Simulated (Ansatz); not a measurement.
# Ir (Iridium) (111): surface energy and levels, part 2 of 2

This session takes Ir (Iridium) and sets out to cut the (111) surface, relax it and get its surface energy and levels.

Ansatz 0.2.0; DFT r2SCAN, scalar-relativistic, plane waves, PAW. The steps go on from the part before.

**5. All atoms of the slab relaxed**

The COD entry's cell or inner coordinates are ideal or old and differ from later refinements, so a difference from it is no clean test against experiment.

File input.yaml:

```yaml
crystal:
  lattice:
    - [2.7182312917, 0.0, 0.0]
    - [-1.3591156459, 2.354057352, 0.0]
    - [0.0, 0.0, 26.0971327793]
  atoms:
    - { symbol: Ir, position: [0.6666666667, 0.3333333333, 0.2873878929] }
    - { symbol: Ir, position: [0.3333333333, 0.6666666667, 0.3724327357] }
    - { symbol: Ir, position: [0.0, 0.0, 0.4574775786] }
    - { symbol: Ir, position: [0.6666666667, 0.3333333333, 0.5425224214] }
    - { symbol: Ir, position: [0.3333333333, 0.6666666667, 0.6275672643] }
    - { symbol: Ir, position: [0.0, 0.0, 0.7126121071] }
basis:
  ecutwfc: 500
kpoints:
  mp_grid: { grid: [15, 15, 1] }
hamiltonian:
  xc: r2scan
scf:
  occupations: { method: gaussian, width: 0.1 }
output:
  forces: true
  eigenvalues: true
  write_density: true
  write_potential: true
  elf: true
  volumetric_format: npy
relax:
  adjacent_minimum: "off"
  f_tol: 0.02
  max_steps: 60
efield:
  axis: 3
  dipole_correction: true
```

On the command line:

```bash
ansatz run input.yaml --threads 2 --pin off --max-ram 5120MiB --backend cpu --events-out ev --progress --plain --runs-dir out
```

Standard output:

```text
Warning: RAYON_NUM_THREADS=2 ignored (pool sized by the plan → 2); use --threads N
Engine: ansatz 0.2.0, x86_64-unknown-linux-gnu
Pseudopotentials: kind: paw
Pseudopotential: Ir, paw, valence charge 17, recommended cutoff 500 eV (meta_gga), Ir.paw.azcp
Functional definition: r2SCAN
  parameter k0 = 0.174
  parameter k1 = 0.065
  parameter a1 = 4.9479
  exchange = r2scan_x(k0 = k0, k1 = k1, a1 = a1)
  correlation = r2scan_c
Crystal: 6 atoms, lattice volume = 166.992 Å³
Basis set: ecut = 500 eV, 4163 PW (Γ), exchange–correlation on 80×80×768 points (64 copies of the dense FFT grid, shifted against one another)
Bands: 62, of which v1, the nominal top of the filled ones, is band 51 counted from 1 (50 counted from 0)
Symmetry: 6 space group operations
k-points: 27 of 225 (time reversal used)
Non-local potential: Ir, projectors of the file, l = 0: 3, l = 1: 2, l = 2: 2, l = 3: 1
PAW form: soft (Blöchl's): semilocal exchange-correlation on the pseudo side does not see the compensation charge
PAW frozen core: Ir, regenerated for the run's functional (the file was generated under x = pbe(κ = 0.804, μ = 0.2195149727645171), c = pbe(β = 0.06672455060314922))
PAW one-centre angular grid: Ir, 590 points (default); XC on 160 Gauss nodes
Initial density: superposition of atomic densities (neutral atoms: chi_scale 0, normalization atom), corrected by the library's trained network
Initial wavefunctions: pseudopotential atomic-orbital guess
Functional: x = r2scan, c = r2scan; τ floored in thin density (d = 2e-4 eV/Å³)
SCF iter   1: F=—  HF=-71690.213726 eV  |F-HF|=—  |Δ(HF+E_count)|=         —  Δρ=1.33e-2  dr2=3.23e0  dr2_τ=2.21e-1  ethr=1.77e-3  p=0.000 e·Å  D=3.76e-13 V/Å  ΔV_dip=-0.00 eV  dr2_dipole=7.56e-7  V_vac-E_F(+/−)=5.49/5.49 eV  ⟨swp⟩=7.6  Hψ=7205  notcnv=0  defer=10
efield: sawtooth ramp at fractional position 0.9500 (placed from the atoms, in the widest stretch of the axis that holds none; the zero of the levels goes with the place), width 0.1000; the density the first Hamiltonian is built on has a dipole p = 0.000 e·Å; the dipole correction subtracts the counter field D = 3.76e-13 V/Å, which shifts the + side's vacuum level by -0.00 eV against the − side's; the planar-averaged density in the ramp window peaks in size at 9.4e-5 e/Å³
preconditioner: auto → LDOS  [metal: Δε(μ)=0.031 eV  Ē_g=7.039 eV  σ=0.100 eV  W_gap=0.17  n_scr=20 (ndim 8)  ℏωp=21.1 eV  f_vac=0.442  D(μ)=5.99/eV (n_scr^D=20)  β→1.0]
SCF iter   2: F=—  HF=-71690.322319 eV  |F-HF|=—  |Δ(HF+E_count)|=   1.09e-1  Δρ=4.91e-3  dr2=3.04e-1  dr2_τ=5.35e-2  ethr=1.77e-3  p=0.000 e·Å  D=6.04e-5 V/Å  ΔV_dip=-0.00 eV  dr2_dipole=6.65e-6  V_vac-E_F(+/−)=5.53/5.53 eV  ⟨swp⟩=2.1  Hψ=2125  notcnv=0  defer=86
SCF iter   3: F=—  HF=-71690.320615 eV  |F-HF|=—  |Δ(HF+E_count)|=   1.70e-3  Δρ=9.99e-4  dr2=7.27e-3  dr2_τ=2.83e-4  ethr=2.98e-4  p=-0.000 e·Å  D=-8.21e-5 V/Å  ΔV_dip=0.00 eV  dr2_dipole=6.82e-7  V_vac-E_F(+/−)=5.58/5.57 eV  ⟨swp⟩=1.9  Hψ=1693  notcnv=0  defer=86
SCF iter   4: F=—  HF=-71690.320563 eV  |F-HF|=—  |Δ(HF+E_count)|=   5.21e-5  Δρ=4.71e-4  dr2=9.00e-4  dr2_τ=7.86e-5  ethr=7.13e-6  p=0.000 e·Å  D=5.09e-5 V/Å  ΔV_dip=-0.00 eV  dr2_dipole=1.09e-6  V_vac-E_F(+/−)=5.54/5.54 eV  ⟨swp⟩=3.1  Hψ=3006  notcnv=0  defer=86
SCF iter   5: F=—  HF=-71690.320449 eV  |F-HF|=—  |Δ(HF+E_count)|=   1.14e-4  Δρ=1.50e-4  dr2=7.35e-5  dr2_τ=4.15e-6  ethr=8.82e-7  p=-0.000 e·Å  D=-1.68e-5 V/Å  ΔV_dip=0.00 eV  dr2_dipole=1.52e-9  V_vac-E_F(+/−)=5.55/5.55 eV  ⟨swp⟩=2.2  Hψ=2421  notcnv=0  defer=86
SCF iter   6: F=—  HF=-71690.320459 eV  |F-HF|=—  |Δ(HF+E_count)|=   1.01e-5  Δρ=7.16e-5  dr2=1.64e-5  dr2_τ=2.85e-6  ethr=9.80e-9  p=-0.000 e·Å  D=-2.23e-6 V/Å  ΔV_dip=0.00 eV  dr2_dipole=1.09e-9  V_vac-E_F(+/−)=5.55/5.55 eV  ⟨swp⟩=23.4  Hψ=20201  notcnv=0
SCF iter   7: F=-71690.320457 eV  HF=-71690.320458 eV  |F-HF|=1.09e-6  |Δ(HF+E_count)|=   8.30e-7  Δρ=2.38e-5  dr2=2.17e-6  dr2_τ=1.31e-7  ethr=9.80e-9  p=-0.000 e·Å  D=-8.41e-7 V/Å  ΔV_dip=0.00 eV  dr2_dipole=5.74e-11  V_vac-E_F(+/−)=5.55/5.55 eV  ⟨swp⟩=15.7  Hψ=15860  notcnv=0
SCF 1 converged in 7 iterations: F = -71690.320457 eV  dr2 = 2.17e-6
relax step   1: F+E_penalty+E_count = -71690.32045667 eV  Δ(F+E_penalty+E_count) = +0.000e0 eV  max|allowed force component| = 5.262e-1 eV/Å  Δτ_max = 0.0000 Å  (7 SCF iters, dr2 threshold 1.00e-5 eV, accepted)
[... 14 lines left out ...]
relax step   2: F+E_penalty+E_count = -71690.26996314 eV  Δ(F+E_penalty+E_count) = +5.049e-2 eV  max|allowed force component| = 1.004e0 eV/Å  Δτ_max = 0.1499 Å  (9 SCF iters, dr2 threshold 1.73e-5 eV, rejected (line search))
[... 13 lines left out ...]
relax step   3: F+E_penalty+E_count = -71690.34932649 eV  Δ(F+E_penalty+E_count) = -2.887e-2 eV  max|allowed force component| = 7.639e-2 eV/Å  Δτ_max = 0.0596 Å  (9 SCF iters, accepted)
[... 10 lines left out ...]
relax step   4: F+E_penalty+E_count = -71690.34980023 eV  Δ(F+E_penalty+E_count) = -4.737e-4 eV  max|allowed force component| = 5.585e-3 eV/Å  Δτ_max = 0.0042 Å  (7 SCF iters, accepted)
iter 1 solved again at ethr=3.39e-11 eV; its pass at ethr=3.10e-3 eV (dr2=3.45e-8 eV) is discarded
SCF iter   1: F=—  HF=-71690.349800 eV  |F-HF|=—  |Δ(HF+E_count)|=         —  Δρ=3.84e-6  dr2=3.39e-8  dr2_τ=1.54e-9  ethr=3.39e-11  p=0.000 e·Å  D=9.26e-8 V/Å  ΔV_dip=-0.00 eV  dr2_dipole=1.23e-12  V_vac-E_F(+/−)=5.51/5.51 eV  ⟨swp⟩=1.0  Hψ=4750  notcnv=0
efield: sawtooth ramp at fractional position 0.9500 (kept from the solve that this one continues, or follows in the run), width 0.1000; the density the first Hamiltonian is built on has a dipole p = 0.000 e·Å; the dipole correction subtracts the counter field D = 9.26e-8 V/Å, which shifts the + side's vacuum level by -0.00 eV against the − side's; the planar-averaged density in the ramp window peaks in size at 1.8e-5 e/Å³
preconditioner: auto → LDOS  [metal: Δε(μ)=0.009 eV  Ē_g=7.092 eV  σ=0.100 eV  W_gap=0.05  n_scr=20 (ndim 8)  ℏωp=21.1 eV  f_vac=0.448  D(μ)=4.95/eV (n_scr^D=18)  β→1.0]
SCF iter   2: F=-71690.349800 eV  HF=-71690.349800 eV  |F-HF|=5.40e-8  |Δ(HF+E_count)|=   2.98e-8  Δρ=3.46e-6  dr2=6.44e-8  dr2_τ=2.74e-9  ethr=3.32e-11  p=-0.000 e·Å  D=-9.29e-9 V/Å  ΔV_dip=0.00 eV  dr2_dipole=9.63e-12  V_vac-E_F(+/−)=5.52/5.52 eV  ⟨swp⟩=13.6  Hψ=13453  notcnv=0
SCF 5 converged in 2 iterations: F = -71690.349800 eV  dr2 = 6.44e-8
WARN: The output density's exchange-correlation potential varies sharply where the density is thin. Do not read a vacuum level from v_tot or v_xc, or from such a field of the output density. On a cell that repeats whose density bears no net charge and no dipole along the vacuum's axis use v_es (v_loc + v_h of the components); under efield.dipole_correction with no amplitude use v_es + v_field, which holds any external_charges[].barrier, or the levels of the report's work_function block, which leave it out; under a non-zero efield.amplitude the vacuum is tilted and has no level; on a cell that repeats and bears such a dipole with no correction it is tilted too, and efield.dipole_correction with no amplitude gives each side of its ramp a level where efield: is served; in a cell that repeats whose density bears a net charge (total_charge, or a fill off its count) it is curved and has none; of a slab under crystal.periodic whose density bears no net charge use v_es, which has a level on each side, short of where the two are joined; of another it falls or rises all the way out and has none; of a slab beside external_charges read slab_vacuum_level instead, which it has where they leave it neutral. The grid or the basis barely resolves most such structure, and the values can differ between equally converged runs; as a rule a tighter scf.convergence.dr2_threshold does not remove it. Where the density itself ripples (under the LDA too) a higher basis.ecutwfc lessens it. The files hold the spikes' plane waves up to the density's cutoff. Files: v_tot_of_output_density and the like, and their columns of v_z.tsv (output.write_potential); v_xc_of_output_density and the like, and their columns of v_comp_z.tsv (output.write_potential_components). Measured: with its Gaussian average of σ = 0.25 Å subtracted twice, the exchange-correlation potential is over 0.1 eV at 845 of the grid points where the equally averaged density (valence and model cores) is under 1e-3 e/Å³, and 0.809 eV at the most among them, at an averaged density of 1.4e-8 e/Å³. The input density's (outcome.potential() and, of a run that writes arrays, v_tot and v_xc) is over 0.1 eV, so measured, at 79 points of its own thin density, 0.177 eV at the most. See output.write_potential in the manual, Limitations
SCF converged after 2 iterations
Free energy (F): -71690.349800 eV
Harris-Foulkes:  -71690.349800 eV  (|F-HF|=5.40e-8)
Internal energy: -71690.325026 eV  (E = F + TS)
E sigma→0 (E₀):  -71690.337413 eV
Entropy (-TS):   -0.024775 eV (-4.129 meV/atom)
Fermi energy:    10.263200 eV
Dipole field:    D = -0.000005 V/Å  (p = -0.000004 e·Å, saw-weighted, corrected)
Work function:   Φ+ = 5.5148 eV   Φ− = 5.5147 eV
Levels:          The Fermi level and band energies are counted from a zero that moves with the ramp; work functions are not
--- Per-component energies (eV) ---
  E_band       = -2144.400649
  E_kinetic    = 3735.447865
  E_local      = -165125.013241  (includes V_loc(G=0)·N_el)
  E_nonlocal   = 445.015997
  E_hartree    = 81055.340553
  E_xc         = -1529.177630
  E_vxc        = -1996.481818  (∫ρ·V_xc dr)
  E_paw        = -55498.277003  (= ΣΔE_a)
  E_vpaw       = -1438.322814  (= ΣTr[D̂ρ^β])
  E_aug_tail   = -0.000089  (compensation charges beyond the density's cutoff)
  E_vtau       = 124.299910  (kinetic-family band-sum trace: ∫τ·v_τ [+ j·A + Jᵃ·Aᵃ] dr)
  E_efield     = 0.000000  (sawtooth field / dipole correction)
  E_vefield    = 0.000000  (∫n·V_field dr)
  E_ewald      = 65228.239883
  E_core_change = -1.901361  (= ΣΔE_core)
  E_smearing   = -0.024775  (= −TS)
  E_closure    = -0.000000  (closes the sum)
  Σ components = -71690.349800   (vs F -71690.349800, Δ=0.00e0)
--- Forces (eV/Å), atoms counted from 1 ---
  atom   1  Ir    -0.00000000     0.00000000    -0.00140390
  atom   2  Ir    -0.00000000     0.00000000     0.00295245
  atom   3  Ir     0.00000000     0.00000000    -0.00554698
  atom   4  Ir    -0.00000000     0.00000000     0.00555207
  atom   5  Ir     0.00000000    -0.00000000    -0.00297528
  atom   6  Ir     0.00000000    -0.00000000     0.00142090
  max |Σ_I F_I| component: 7.50e-7 eV/Å
--- Band table (eV; the first three rows and the last of 27) ---
  k-point 0: bands = ["-84.7325", "-84.7318", "-84.6123", "-84.5778", "-84.1469", "-84.1469", "-41.3083", "-41.1889", "-40.9037", "-40.6684", "-40.6684", "-40.6660", "-40.6660", "-40.6240", "-40.5418", "-40.5418", "-40.4881", "-40.4881", "-40.2612", "-40.2550", "-40.1029", "-40.1029", "-40.1029", "-40.1029", "-0.9341", "-0.1739", "0.9560", "1.7941", "2.0870", "2.1285", "5.9518", "5.9900", "6.1842", "6.1842", "6.3004", "6.3004", "6.3856", "6.4695", "6.4695", "6.5762", "6.5762", "6.7532", "7.0603", "7.0603", "7.1370", "7.1370", "7.9316", "8.9464", "8.9464", "8.9509", "8.9509", "9.2716", "9.2716", "9.9584", "9.9628", "9.9628", "10.4029", "10.7343", "10.7343", "11.1414", "11.1414", "15.6643"]
[... 3 lines left out ...]
--- Relaxed structure (4 steps of the walk, 3 accepted, 0 SCFs on fresh bases) ---
  F+E_penalty+E_count = -71690.34980023 eV   max|allowed force component| = 5.585e-3 eV/Å
  atoms:
    - { symbol: Ir, position: [0.6666666666666666, 0.3333333333333333, 0.28951063297826835] }
    - { symbol: Ir, position: [0.3333333333333333, 0.6666666666666665, 0.37265489885850944] }
    - { symbol: Ir, position: [1.4548201270260845e-19, 9.10357163606253e-20, 0.45725568382133475] }
    - { symbol: Ir, position: [0.6666666666666666, 0.3333333333333333, 0.5427443205733826] }
    - { symbol: Ir, position: [0.3333333333333333, 0.6666666666666665, 0.6273451298243921] }
    - { symbol: Ir, position: [1.3917646602012704e-18, 8.70900054880489e-19, 0.7104893339441127] }
```

It took 6.7 min on 2 threads of Intel Xeon at 2.50GHz (Skylake/Cascade Lake), shared host; peak memory 0.94 GiB.

The steps of the relaxation:

```csv
step,E - E(step 1) (eV/cell),largest force component (eV/Å)
1,0.0000,0.5262
2,0.0505,1.0038
3,-0.0289,0.0764
4,-0.0293,0.0056
```

Step 1 is the start. Step 2 was tried and not accepted.

Read from this run: work function 5.51 eV.

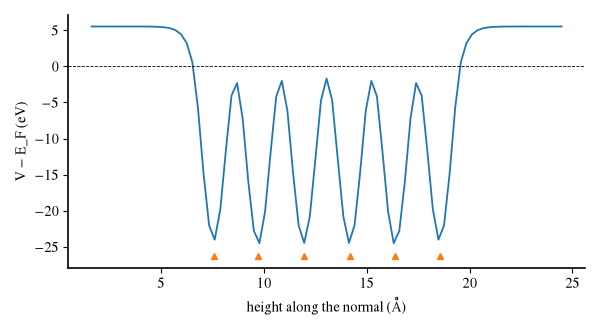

Plane-averaged electrostatic potential energy of an electron across the slab, counted from the Fermi level; triangles mark the atomic planes. The flat parts are the vacuum levels.

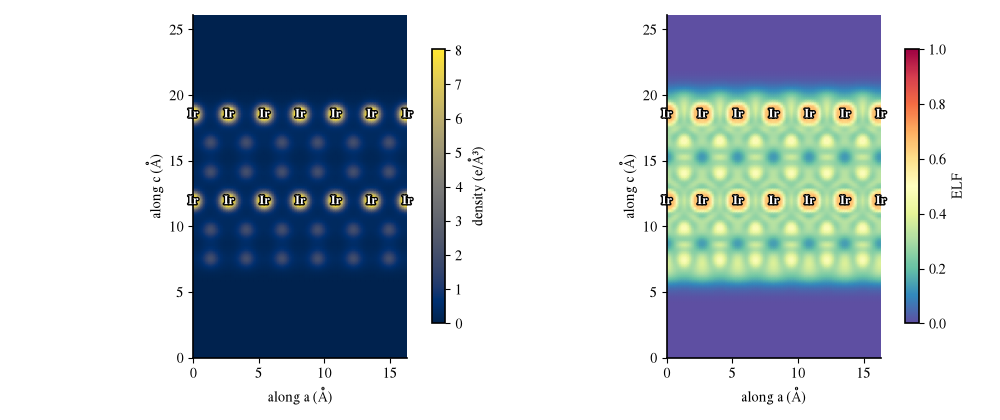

Density (left) and ELF (right) in a lattice plane of the grid's cell (edges 2.72 and 26.10 Å, at 0.000 of the third edge), which holds Ir. Only atoms in the plane are labelled; the density scale stops at 8.03 e/Å³. Both are smooth fields of the valence electrons: close to the nuclei they are not physical.

**6. What the (111) slab gives**

The surface energy is (E_slab − N·E_bulk) / 2A, with N = 6 atoms and A = 6.40 Å².

|  | as cut | relaxed |
| --- | --- | --- |
| surface energy, mean of both faces | 2.59 J/m² | 2.55 J/m² |
| work function | 5.55 eV | 5.51 eV |
| dipole along +c (e·Å/cell) | 0.000 | 0.000 |

How the layers moved (bottom to top):

| plane | atoms | spacing to the next, as cut (Å) | relaxed (Å) | change (%) | rumpling (Å) |
| --- | --- | --- | --- | --- | --- |
| 1 | Ir | 2.219 | 2.170 | -2.2 | 0.000 |
| 2 | Ir | 2.219 | 2.208 | -0.5 | 0.000 |
| 3 | Ir | 2.219 | 2.231 | +0.5 | 0.000 |
| 4 | Ir | 2.219 | 2.208 | -0.5 | 0.000 |
| 5 | Ir | 2.219 | 2.170 | -2.2 | 0.000 |
| 6 | Ir |  |  |  | 0.000 |

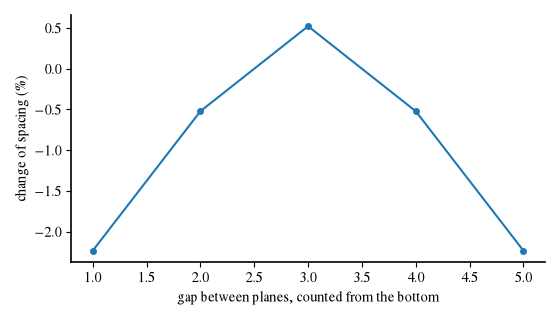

Change of each interlayer spacing on relaxation.

**7. Results**

This closing draws on all 2 parts.

| quantity | value |
| --- | --- |
| surface energy, (111), cut with Ir on top | 2.55 J/m² |
| work function, (111), cut with Ir on top | 5.51 eV |

On (111) the top spacing contracts by 2.2 %, and relaxation gains 0.037 J/m² a face. Spin-orbit coupling is left out for Ir.
